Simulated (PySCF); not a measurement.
Molecule: Ge(OMe)3(OSiH3), SMILES C[O][Ge]([O]C)([O]C)[O][SiH3]. Atoms near the plane z = 0.0 Å, at the GFN2-xTB optimised geometry (x, y, z in Å): C5 (0.5, -2.1, 0.9), Si9 (-0.4, 1.7, 0.0), H13 (0.2, -3.0, 0.5), H15 (0.6, -1.3, 0.1), H19 (1.0, 1.7, 0.0), H20 (-0.9, 0.9, -1.1), H21 (-1.0, 3.0, 0.0).

Calculation: PBE0/def2-SVP in PySCF. Cells within 0.4 Å of a nucleus heavier than hydrogen are left out (blank, or x). The values are rescaled to run from 0 to 1.

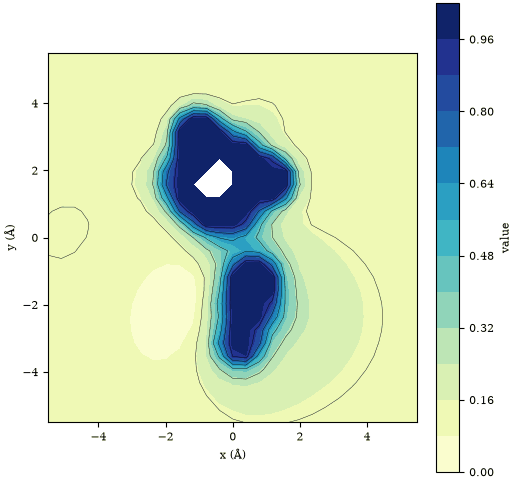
*a field on the plane z = 0.0 Å.*

Question: Which quantity is mapped?
(A) log10 of the electron density
(B) deformation density (molecule minus spherical neutral atoms)
(C) Laplacian of the electron density
(D) electrostatic potential

Answer: D, electrostatic potential. In full: electrostatic potential (hartree/e), clipped to [-0.08, 0.12].
